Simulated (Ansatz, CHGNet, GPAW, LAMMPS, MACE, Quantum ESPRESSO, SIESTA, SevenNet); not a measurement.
# Which run comes nearest? Glassy 55SiO2-9Al2O3-9FeO-9MgO-14CaO-5Na2O (mol %) (63 atoms)

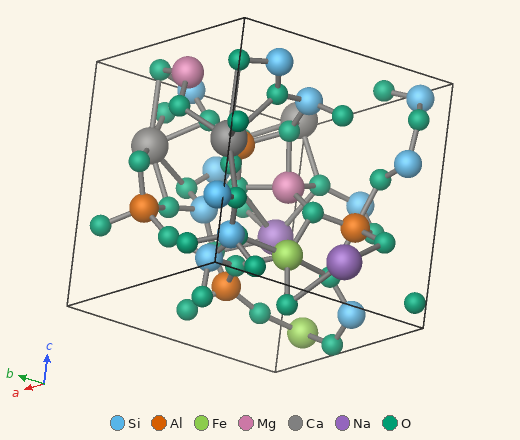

The cell (silicon blue, aluminium orange, iron green, magnesium pink, calcium grey, sodium purple, oxygen teal). Bonds to atoms that aren't drawn are left out.

Density of this cell: 2.85 g/cm³. The cell holds 63 atoms: 12 Si, 4 Al, 2 Fe, 2 Mg, 3 Ca, 2 Na and 38 O. Its edges and angles: a = 9.297 Å, b = 9.297 Å, c = 9.297 Å, α = 90.0°, β = 90.0°, γ = 90.0°. 63 atoms (12 Si, 4 Al, 2 Fe, 2 Mg, 3 Ca, 2 Na, 38 O) placed at random at 2.67 g/cm³, melted at 3000 K for 20 ps at fixed volume with the Buckingham and Coulomb pair potential of Guillot and Sator (Geochim. Cosmochim. Acta 71, 1249 (2007)) with the boron terms of Wang et al. (J. Non-Cryst. Solids 498, 294 (2018)). Quenched from 3000 K to 300 K at 1000 K/ps and fixed volume, held 10 ps at zero pressure.

Geometry: as built.

The reference, a calculation:

| Property | Result |
| --- | --- |
| method | Kohn-Sham DFT, PBE, PAW, plane waves (Ansatz 0.2.0); cutoff 420 eV, Γ point, fermi-dirac smearing of 0.05 eV, spin polarised, started with 2 parallel moments, ending at -8.0 μB in the cell; PAW set soft_2 |
| r.m.s. force component | 0.996 eV/Å |
| longest force | 3.843 eV/Å |
| pressure | 3.122 GPa |
| gap (highest filled to lowest empty level) | 0.4164 eV |
| SCF cycles | 25 |
| time | 27 s on 4 threads of Arm Neoverse V1, shared host |
| CPU time | 1.8 min |

Runs, in no order:
A. SevenNet l3i5 potential: machine-learned interatomic potential SevenNet l3i5, trained on PBE(+U) plane-wave data
B. SIESTA revPBE, PBE potentials, DZP, shift 0.01 Ry, mesh 500 Ry: Kohn-Sham DFT, revPBE, PseudoDojo 0.4.1 norm-conserving pseudopotentials (converted to PSML), numerical atomic orbitals (DZP), diagonalisation
C. GPAW PBE, LCAO dzp, h 0.25 Å: Kohn-Sham DFT, PBE, PAW, atomic orbitals (dzp)
D. QE PBE+D3(BJ), sssp-1.3.0-efficiency, 60/480 Ry: Kohn-Sham DFT, PBE+D3(BJ), SSSP efficiency 1.3.0 pseudopotentials, plane waves
E. GPAW PBE, LCAO dzp, h 0.18 Å: Kohn-Sham DFT, PBE, PAW, atomic orbitals (dzp)

Q: Order them from the smallest to the largest r.m.s. force difference.

D, A, B, E, C.

```tsv
run	Δ force, r.m.s. (meV/Å)	share of r.m.s. force (%)	CPU time
D. QE PBE+D3(BJ), sssp-1.3.0-efficiency, 60/480 Ry	30.4	3.06	26 min
A. SevenNet l3i5 potential	119	12.0	10 s
B. SIESTA revPBE, PBE potentials, DZP, shift 0.01 Ry, mesh 500 Ry	249	25.0	30 min
E. GPAW PBE, LCAO dzp, h 0.18 Å	350	35.2	20 min
C. GPAW PBE, LCAO dzp, h 0.25 Å	916	92.0	7.4 min
```

Machine-learned potentials mimic data converged in k, so the reference's own k-point error enters their differences. The network of bonds at the start is that of the classical potential that made the cell, and needn't be the one that DFT or experiment would give. The run was spin polarised, started with 2 parallel moments, ending at -8.0 μB in the cell; that starting order needn't be the real material's, and it bears on forces, charges and levels. The electronic-structure runs sample only Γ, in a cell whose shortest periodic width is 9 Å.

[Logs are printed without paths, hosts, clocks, repeated set-up lines and the standing remarks that a program may print on its own settings, such as how far it seeks lower states.]

[Hosts, paths, dates, database ids (printed as entryN), source tags and the programs' standing remarks are cut or masked in the printed files.]
